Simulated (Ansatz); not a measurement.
**C2H4O3Zr: small, medium and large basis sets**

How large a basis does C2H4O3Zr need? Two functionals are run in growing sets.

Computed with Ansatz 0.2.0, Gaussian basis. Level: one geometry, several basis sets.

Plan: PBE0-D4/def2-SVP; ωB97M-V/def2-SVP; PBE0-D4/def2-QZVPP; ωB97M-V/def2-QZVPP; the functionals' def2-TZVPP values are taken from earlier runs.

### 1 The geometry

All runs share one geometry, relaxed beforehand with PBE0-D4 in a triple-zeta def2 set. Zr takes the def2 core potential; no spin-orbit term is included.

SMILES `C#[C][Zr]([OH])([OH])[OH]`, 10 atoms, charge 0, spin multiplicity 1.

Atoms are counted from 1 here; the program's logs count them from 0.

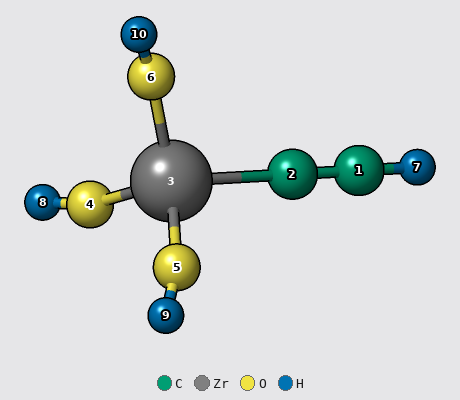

The geometry (carbon teal, zirconium grey, oxygen yellow, hydrogen blue); atoms are numbered from 1 in the order of the file.

### 2 PBE0-D4 in def2-SVP

File in.yaml:

```yaml
crystal:
  periodic: [false, false, false]
  atoms:
    - {symbol: C, position_ang: [1.281634, -2.176283, -1.414249]}
    - {symbol: C, position_ang: [0.743666, -1.262631, -0.820520]}
    - {symbol: Zr, position_ang: [-0.236415, 0.401529, 0.260948]}
    - {symbol: O, position_ang: [-0.960160, 1.602109, -1.045740]}
    - {symbol: O, position_ang: [-1.621666, -0.346746, 1.353562]}
    - {symbol: O, position_ang: [1.095859, 1.267873, 1.331984]}
    - {symbol: H, position_ang: [1.753925, -2.978397, -1.935493]}
    - {symbol: H, position_ang: [-1.171480, 2.379408, -1.553798]}
    - {symbol: H, position_ang: [-2.461172, -0.534994, 1.761933]}
    - {symbol: H, position_ang: [1.575818, 1.648122, 2.061383]}
basis:
  gaussian: {orbitals: def2-SVP}
hamiltonian: {xc: pbe0, dispersion: d4}
output: {orbitals: {seedname: orbitals}}
```

Started as:

```console
$ ansatz run in.yaml --threads 4 --pin off --events-out ev --progress --plain --max-ram 11315MiB
```

Further steps of the session: ωB97M-V in def2-SVP; PBE0-D4 in def2-QZVPP; ωB97M-V in def2-QZVPP.

Q: Predict the results of all the runs planned. Wanted: PBE0-D4: double and triple zeta above quadruple; ωB97M-V: double and triple zeta above quadruple.

**Answer**, as computed:

| quantity | value |
| --- | --- |
| PBE0-D4: double and triple zeta above quadruple | 10.85, 0.56 eV |
| ωB97M-V: double and triple zeta above quadruple | 11.09, 0.52 eV |

For PBE0-D4 the step from double to triple zeta gains 10.30 eV and the next only 0.56 eV. These are total energies; as a rule much of such shifts cancels in differences, which this series doesn't test. The LUMO of ωB97M-V is positive and keeps falling with the basis (1.01 to 0.43 eV): an unbound level that the basis holds in place.
